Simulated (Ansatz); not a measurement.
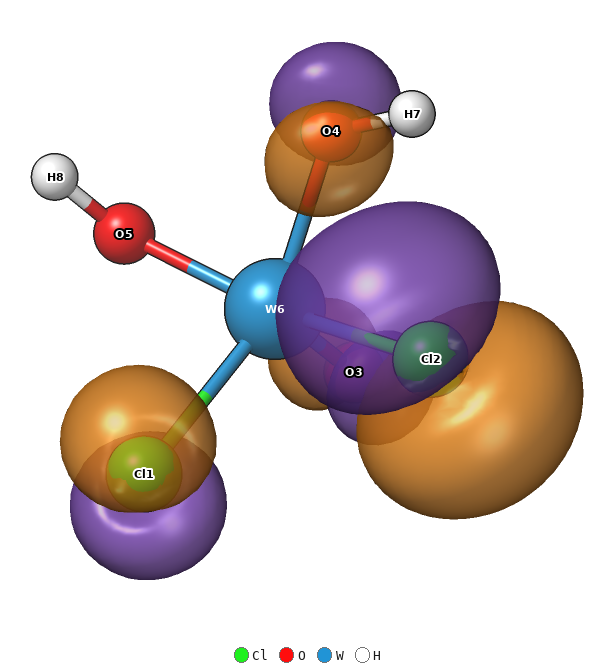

Figure 1: Cl$_{2}$H$_{2}$O$_{3}$W. The HOMO−1 at ±0.1 Å⁻³ᐟ² (orange and purple are the two phases), seen at a tilt.

Geometry: PBE0-D4/def2-SVP; core potentials replace the inner electrons of W.

These are results of isolated molecule in a Gaussian basis; Kohn-Sham density functional theory, functional PBE0 in Ansatz, not measurements.

```xyz
8

Cl   -1.3930    1.5985   -1.3113
Cl    0.1096    1.8921    1.4788
O    -1.5707   -0.6743    1.0281
O     1.3404   -0.5172    0.6336
O    -0.2117   -1.1289   -1.3205
W    -0.3854    0.0661    0.0984
H     1.7843   -0.1068    1.3862
H     0.4185   -1.1865   -2.0492
```

**Where does this orbital lie, and at what energy?**

By Hirshfeld shares it lies mainly on Cl2 (about 70 %), Cl1 (about 10 %) and O4 (about 10 %); largely a lone pair of Cl2. Its energy is −9.27 eV.
